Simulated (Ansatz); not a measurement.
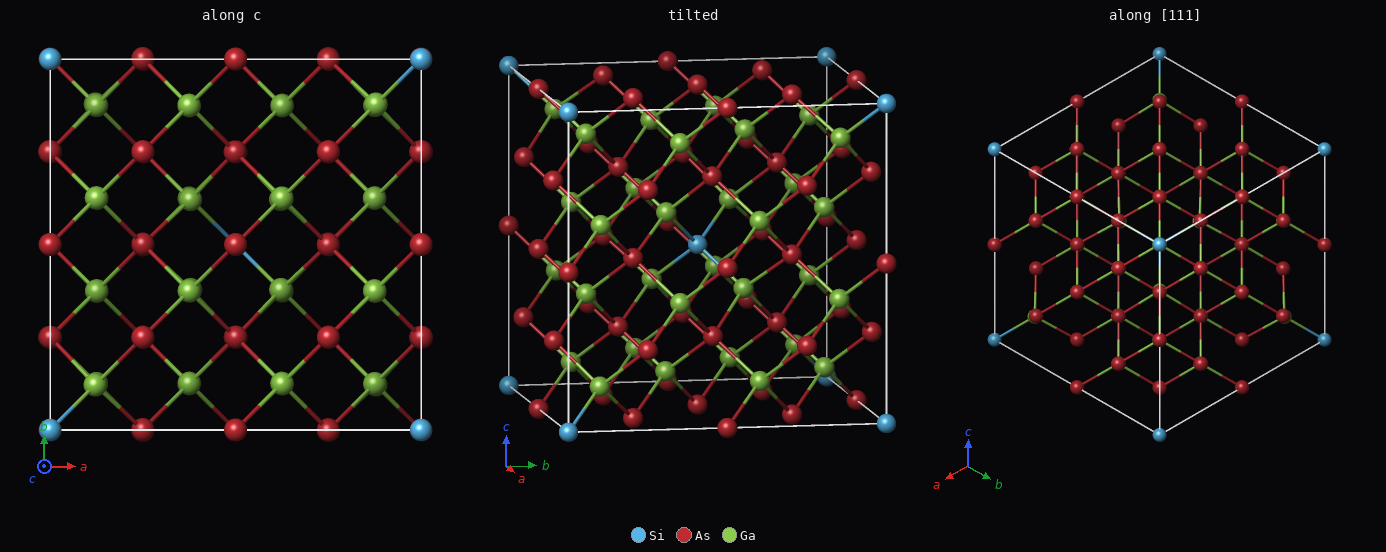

The crystal in a ball-and-stick representation, seen along the c axis, slightly off an axis and along [111]. The wireframe shows the drawn cell (a repeat of the simulation cell).

- Its composition is Ga₁₆SiAs₁₅.
- Within 0.01 Å the space group is I-43m (No. 217), body-centred cubic.
- The cell has 64 atoms, namely 32 Ga, 2 Si, 30 As.
- Around each Si lie four Ga in a tetrahedral arrangement. Each As atom has four Ga in a tetrahedral arrangement around it.
- The bonds build a three-dimensional framework.

The structure comes from a structure listed in the Materials Project, repeated into a supercell with a point defect put in. The atoms were relaxed in a fixed cell with DFT LDA, scalar-relativistic, plane waves, PAW in Ansatz 0.2.0.
